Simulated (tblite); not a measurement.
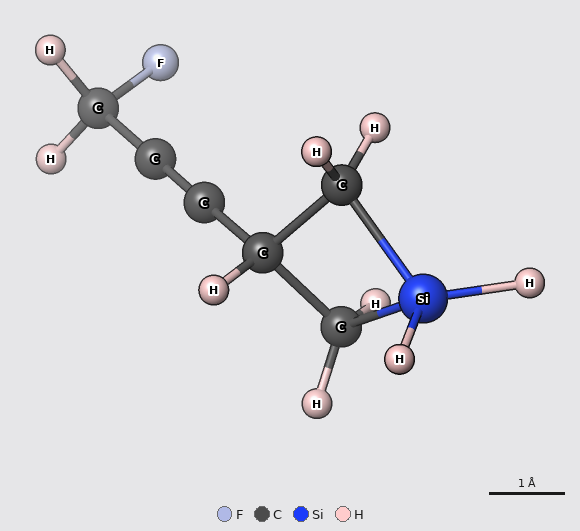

Starting structure of C₆H₉FSi. The picture is a ball-and-stick view, seen from a free direction.

Level of theory: GFN2-xTB geometry optimisation, gas phase (tblite 0.8.0).

```xyz
17

F     3.4435   -1.6011   -1.3878
C     3.4528   -0.7207   -0.3537
C     2.0982   -0.2943   -0.0679
C     0.9626    0.0730    0.1432
C    -0.4019    0.4892    0.4219
C    -1.4146   -0.6962    0.6327
Si   -2.7569    0.3997   -0.1227
C    -1.1389    1.0721   -0.8414
H     3.9012   -1.2416    0.5170
H     4.0951    0.1140   -0.6171
H    -0.4184    1.1999    1.2563
H    -1.5716   -0.9838    1.6801
H    -1.2213   -1.5915    0.0485
H    -3.3905    1.3134    0.8569
H    -3.6594   -0.2728   -1.0845
H    -1.1002    2.1549   -0.9425
H    -0.8869    0.5979   -1.7960
```

Predict the outcome.

The atom that moves furthest after the best rigid fit is H14 (0.74 Å). Largest moves by element: H 0.74 Å, Si 0.30 Å, F 0.29 Å, C 0.23 Å. Some distances before and after: F1–C2 1.358 → 1.381 Å, C5–C6 1.573 → 1.550 Å, C6–Si7 1.890 → 1.911 Å, Si7–H14 1.482 → 1.464 Å. Bond angles that change, for instance: H14–Si7–H15 116.7° → 111.7°, C6–C5–C8 94.9° → 99.7°, C5–C8–H17 115.6° → 111.1°. Over 67 geometry steps the energy falls by 26.2 kJ/mol.

Step by step:

| step | E − E(0), kJ/mol |
| --- | --- |
| 0 | 0.00 |
| 1 | -5.99 |
| 2 | -9.46 |
| 3 | -14.50 |
| 4 | -17.16 |
| 5 | -18.56 |
| 6 | -19.37 |
| 7 | -20.14 |
| 8 | -20.82 |
| 9 | -21.24 |
| 10 | -21.45 |
| 13 | -21.92 |
| 16 | -22.15 |
| 19 | -22.42 |
| 22 | -22.88 |
| 25 | -23.25 |
| 28 | -23.67 |
| 31 | -24.00 |
| 34 | -24.29 |
| 37 | -24.44 |
| 40 | -24.56 |
| 43 | -24.85 |
| 46 | -25.34 |
| 49 | -25.72 |
| 52 | -25.86 |
| 55 | -26.05 |
| 58 | -26.14 |
| 61 | -26.18 |
| 64 | -26.19 |
| 67 | -26.20 |

The structure at the end:

```xyz
17

F     3.2240   -1.6977   -1.5444
C     3.3262   -0.8219   -0.4812
C     2.0286   -0.3048   -0.0983
C     0.9353    0.0994    0.1877
C    -0.3870    0.5706    0.5123
C    -1.3888   -0.5695    0.8287
Si   -2.6911    0.2061   -0.3357
C    -1.1184    1.2357   -0.6820
H     3.7842   -1.3820    0.3440
H     3.9919   -0.0116   -0.8050
H    -0.3171    1.2640    1.3543
H    -1.6162   -0.6653    1.8877
H    -1.0085   -1.5310    0.4884
H    -3.7661    0.9331    0.3417
H    -3.2030   -0.6261   -1.4210
H    -1.1702    2.3194   -0.6094
H    -0.6308    0.9936   -1.6247
```

The end point in the same view:

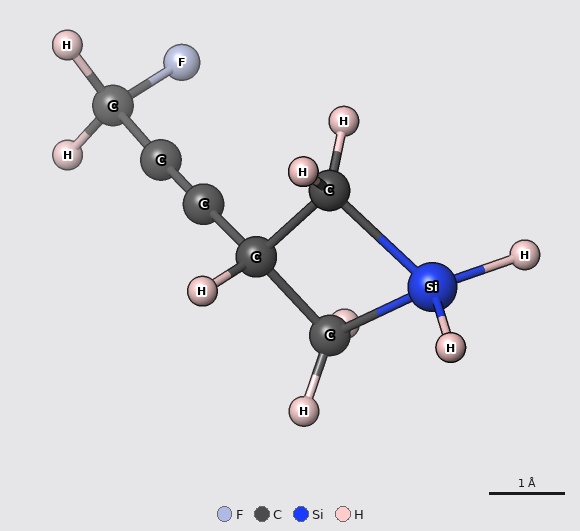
